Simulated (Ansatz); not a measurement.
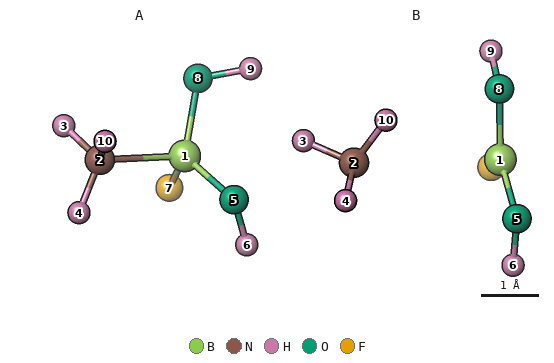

Two geometries of BNH$_{5}$O$_{2}$F, drawn at one scale. One is the start of a relaxation, the other its converged end. A ball-and-stick model, seen at a tilt.

All numbers below come from RKS BHLYP-D4/def2-SVP (Ansatz 0.2.0). Set-up: no spin polarisation; force threshold 0.03 eV/Å; at most 50 steps.

### Which geometry has the lower energy?

Structure A is the relaxed one. The run prepares an end point of a later path (reaction) calculation, from a guessed geometry. The energy falls by 6.24 kcal/mol in 24 accepted moves (29 points after the start). Largest force component: 0.92 eV/Å at the start, 0.0095 eV/Å at the end. The line search rejected the trial steps at points 3, 17, 24, 27, 28 of the run. The largest move after the best rigid fit is that of F7, 0.90 Å. Largest moves by element: F 0.90 Å, H 0.77 Å, B 0.70 Å, O 0.64 Å, N 0.41 Å. Near-neighbour distances that change, for instance: B1–N2 2.747 → 1.689 Å, B1–O5 1.341 → 1.408 Å, B1–F7 1.331 → 1.390 Å, B1–O8 1.377 → 1.403 Å. New bonds form, among them: B1–N2 (2.75 → 1.69 Å). Bond angles that change, for instance: O5–B1–F7 121.1° → 112.8°, F7–B1–O8 119.4° → 116.0°, O5–B1–O8 119.2° → 116.0°. The run took 67 s on 2 threads of Arm Neoverse V2, with other jobs on the host, peak memory 0.18 GiB.

Limits of the set-up: the start holds two separate molecules, 2.2 Å apart at their closest, whose relative position is a soft coordinate.
